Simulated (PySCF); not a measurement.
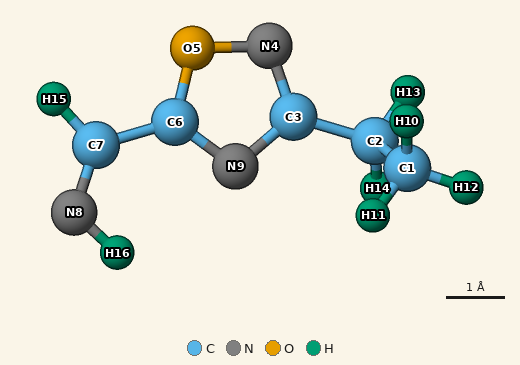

The input geometry of run 1 (ball-and-stick view, seen at a tilt; atoms are numbered from 1 in the order of the input). Bond lengths as drawn: C–C 1.46 to 1.53 Å, C–H 1.09 Å, C–N 1.25 to 1.36 Å, C–O 1.34 Å, H–N 1.02 Å and N–O 1.35 Å.

**Two runs on C₅H₇N₃O**

System: C₅H₇N₃O.
Method of run 1: GIAO KT2/pcSseg-1 NMR shielding, non-relativistic, IEF-PCM methanol (PySCF 2.14.0).

The geometry comes from this level: GFN2-xTB. Text and figures count atoms from 1; the logs count them from 0 in places.

### Input file, run 1
```
{"job": {"xc": "KT2", "basis": "pcSseg-1", "solvent": "methanol", "kind": "nmr", "pop": true}, "charge": 0, "multiplicity": 1}
C     -2.300395    -0.293696    -0.933479
C     -1.684938    -0.901926     0.327376
C     -0.438833    -0.189530     0.688841
N     -0.297496     0.546368     1.759627
O      0.966802     1.028861     1.706718
C      1.516393     0.544137     0.584181
C      2.889804     0.869848     0.214413
N      3.486767     0.462193    -0.811318
N      0.686321    -0.213513    -0.077311
H     -2.570454     0.745507    -0.760589
H     -1.590018    -0.337764    -1.755342
H     -3.195259    -0.843684    -1.211763
H     -2.377103    -0.833699     1.166482
H     -1.441630    -1.950158     0.143005
H      3.415926     1.522567     0.903421
H      2.926516    -0.146568    -1.408238
```

The first line tells a small driver script what to run in PySCF; the rest is the geometry in Å.

Command:
```bash
OMP_NUM_THREADS=1 python <driver script> task.json out
```

Hardware: 1 CPU thread, shared host.

### Output (run 1)
```
coarse grid: 14048 points
cycle   1  E = -441.2203636588  dE =  1.450e+00  |g| = 6.837e-01  |ddm| = 3.845e+00
cycle   2  E = -440.9886246796  dE =  2.317e-01  |g| = 1.229e+00  |ddm| = 1.566e+00
cycle   3  E = -441.3118435457  dE = -3.232e-01  |g| = 2.125e-01  |ddm| = 1.066e+00
cycle   4  E = -441.3213344338  dE = -9.491e-03  |g| = 8.296e-02  |ddm| = 2.186e-01
cycle   5  E = -441.3227859351  dE = -1.452e-03  |g| = 2.746e-02  |ddm| = 7.793e-02
cycle   6  E = -441.3229369977  dE = -1.511e-04  |g| = 8.715e-03  |ddm| = 2.567e-02
cycle   7  E = -441.3229534629  dE = -1.647e-05  |g| = 2.724e-03  |ddm| = 8.453e-03
cycle   8  E = -441.3229547675  dE = -1.305e-06  |g| = 1.336e-03  |ddm| = 2.802e-03
final grid: 137832 points
cycle   9  E = -441.3302673437  dE = -3.811e-04  |g| = 1.350e-02  |ddm| = 6.777e-02
cycle  10  E = -441.3302523651  dE =  1.498e-05  |g| = 1.529e-02  |ddm| = 2.811e-02
cycle  11  E = -441.3303050429  dE = -5.268e-05  |g| = 5.267e-03  |ddm| = 1.619e-02
cycle  12  E = -441.3303108241  dE = -5.781e-06  |g| = 1.080e-03  |ddm| = 4.452e-03
cycle  13  E = -441.3303110411  dE = -2.170e-07  |g| = 4.375e-04  |ddm| = 1.029e-03
cycle  14  E = -441.3303110828  dE = -4.175e-08  |g| = 1.258e-04  |ddm| = 4.076e-04
cycle  15  E = -441.3303110856  dE = -2.776e-09  |g| = 6.290e-05  |ddm| = 1.349e-04
cycle  16  E = -441.3303110865  dE = -9.093e-10  |g| = 1.421e-05  |ddm| = 5.799e-05
converged SCF energy = -441.3303110865

GIAO shielding tensors (ppm)
atom      isotropic    diamagn.    paramagn.     s11        s22        s33       span
  0 C      168.766     248.317     -79.551    158.669    162.160    185.469     26.800
  1 C      161.589     248.599     -87.010    147.658    165.662    171.448     23.790
  2 C       17.510     258.009    -240.498    -53.973     11.431     95.073    149.046
  3 N      -94.650     327.562    -422.213   -262.263    -75.035     53.347    315.609
  4 O      -65.680     406.256    -471.936   -195.051   -101.649     99.660    294.710
  5 C       18.227     263.774    -245.547    -39.986     20.946     73.722    113.708
  6 C       39.230     248.348    -209.118    -51.575     44.351    124.915    176.490
  7 N      -73.671     327.233    -400.904   -378.946    -97.365    255.299    634.245
  8 N        5.459     333.755    -328.296   -148.034    -55.729    220.140    368.174
  9 H       30.435      30.254       0.181     26.462     28.818     36.023      9.561
 10 H       30.004      31.508      -1.504     25.128     29.497     35.386     10.258
 11 H       29.996      27.210       2.786     25.932     26.937     37.117     11.185
 12 H       28.430      28.822      -0.392     23.830     27.447     34.014     10.185
 13 H       28.514      29.806      -1.291     24.858     26.550     34.135      9.278
 14 H       23.152      25.361      -2.208     20.063     23.358     26.036      5.974
 15 H       19.526      37.828     -18.302     11.187     21.686     25.705     14.518
```

The input of run 2 differs as follows (lines with − go, lines with + come):
```diff
-"xc": "KT2"
+"xc": "revPBE"
+"scf": {"conv": 1e-07}
-"pop": true
+"pop": false
```

What does this change do to the results?

The total energies belong to different methods, so their difference says nothing on which is more stable or more accurate. The HOMO goes from −6.90 to −6.63 eV. The LUMO goes from −3.08 to −3.01 eV. The dipole moment goes from 2.29 to 2.23 D. Of all shieldings, the largest change is that of N8, by −20.8 ppm. The functional changes from KT2 to revPBE. The SCF takes 10 iterations against 16.

### Output (run 2)
```
final grid: 137832 points
cycle   1  E = -433.9257007301  dE =  1.391e+00  |g| = 6.628e-01  |ddm| = 3.857e+00
cycle   2  E = -433.7059410785  dE =  2.198e-01  |g| = 1.195e+00  |ddm| = 1.533e+00
cycle   3  E = -434.0091659438  dE = -3.032e-01  |g| = 2.361e-01  |ddm| = 1.037e+00
cycle   4  E = -434.0207424601  dE = -1.158e-02  |g| = 8.832e-02  |ddm| = 2.258e-01
cycle   5  E = -434.0223274452  dE = -1.585e-03  |g| = 2.883e-02  |ddm| = 7.710e-02
cycle   6  E = -434.0224781534  dE = -1.507e-04  |g| = 9.620e-03  |ddm| = 2.503e-02
cycle   7  E = -434.0224962894  dE = -1.814e-05  |g| = 2.986e-03  |ddm| = 9.174e-03
cycle   8  E = -434.0224976759  dE = -1.386e-06  |g| = 1.543e-03  |ddm| = 3.063e-03
cycle   9  E = -434.0224982105  dE = -5.346e-07  |g| = 1.833e-04  |ddm| = 1.240e-03
cycle  10  E = -434.0224982179  dE = -7.401e-09  |g| = 4.044e-05  |ddm| = 1.872e-04
converged SCF energy = -434.0224982179

GIAO shielding tensors (ppm)
atom      isotropic    diamagn.    paramagn.     s11        s22        s33       span
  0 C      165.672     246.886     -81.214    155.544    159.213    182.259     26.715
  1 C      157.697     246.761     -89.065    143.989    161.236    167.865     23.877
  2 C        8.087     257.196    -249.109    -67.939      0.376     91.823    159.762
  3 N     -108.298     327.075    -435.373   -287.582    -84.862     47.549    335.131
  4 O      -78.398     404.895    -483.293   -215.822   -113.850     94.477    310.299
  5 C       10.364     263.148    -252.784    -52.435     13.639     69.889    122.324
  6 C       28.626     247.156    -218.530    -67.488     30.875    122.490    189.978
  7 N      -94.493     327.864    -422.357   -425.527   -114.325    256.372    681.899
  8 N      -10.475     332.800    -343.274   -175.646    -72.083    216.305    391.952
  9 H       30.573      30.196       0.378     26.678     28.995     36.047      9.369
 10 H       30.137      31.366      -1.229     25.352     29.630     35.429     10.077
 11 H       30.164      27.427       2.736     26.205     27.210     37.077     10.872
 12 H       28.578      28.943      -0.365     24.121     27.617     33.997      9.876
 13 H       28.684      29.800      -1.116     25.189     26.740     34.122      8.933
 14 H       23.024      25.542      -2.518     20.215     22.684     26.174      5.959
 15 H       19.224      38.034     -18.810      9.627     21.903     26.141     16.514
```

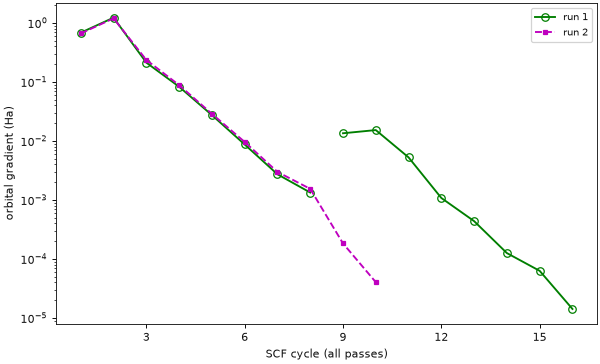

Convergence of the two runs: orbital gradient against the SCF cycle. A break in a curve parts two SCF passes (coarse and final grid). Run 1 takes 16 cycles in all, and run 2 takes 10.

### The two runs side by side

| quantity | run 1 | run 2 |
| --- | --- | --- |
| outcome | converged | converged |
| total energy (hartree) | −441.330311 | −434.022498 |
| HOMO (eV) | −6.90 | −6.63 |
| LUMO (eV) | −3.08 | −3.01 |
| dipole moment (D) | 2.29 | 2.23 |
| shielding of C3 (ppm) | 17.5 | 8.1 |
| shielding of N4 (ppm) | −94.7 | −108.3 |
| shielding of O5 (ppm) | −65.7 | −78.4 |
| shielding of C6 (ppm) | 18.2 | 10.4 |
| shielding of C7 (ppm) | 39.2 | 28.6 |
| shielding of N8 (ppm) | −73.7 | −94.5 |
| shielding of N9 (ppm) | 5.5 | −10.5 |
| SCF iterations | 16 | 10 |
| basis functions | 188 | 188 |
| wall time (shared host) | 28 s | 21 s |
